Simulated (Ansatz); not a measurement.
Consider Pt in the fcc (Cu type) structure (space group Fm-3m, No. 225; a = 3.920 Å; relaxed with 0.1 eV smearing).

Structures relaxed with PBEsol, PAW, 420 eV (Ansatz, a quantum-chemistry and plane-wave program; without spin-orbit coupling).

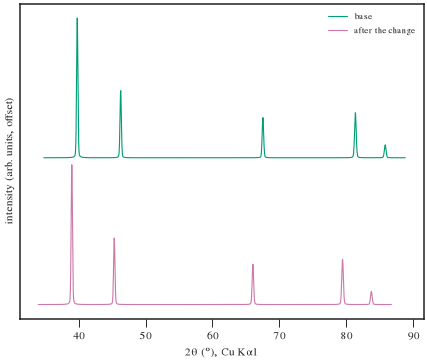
Figure. Simulated powder patterns before (top) and after one change

**Question.** Which of these changes matches the shifts?
A. isotropic strain −1.50 %
B. isotropic strain −0.50 %
C. isotropic strain +2.00 %
D. isotropic strain +3.00 %

**Answer.** C, isotropic strain +2.00 %. Its volume per atom is 15.98 Å³ against 15.06 Å³, and its space group is Fm-3m (No. 225).

No phonon test of stability was made. The final runs are not spin-polarised. Pt lies near a magnetic instability that expansion can trigger; it was not tested.
